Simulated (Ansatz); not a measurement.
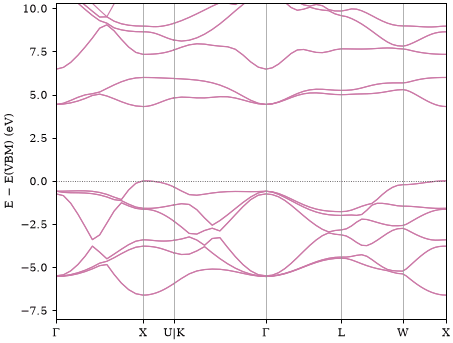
*Band structure from r²SCAN with spin–orbit coupling in the plane-wave PAW code Ansatz*

Task: Read off the gap and where the band edges lie.

Result: About 4.3 eV (4.31 eV by a search for the band edges); maximum at X, minimum at X.

The material is HfO2 (fluorite, Fm-3m).

This is a known high-temperature phase of the composition, computed here at zero pressure and temperature. Symmetry was held in the r²SCAN relaxation. At this level the phase is dynamically unstable (imaginary phonons). The run is not spin-polarised.

Potentials: the later of the program's two PAW sets.
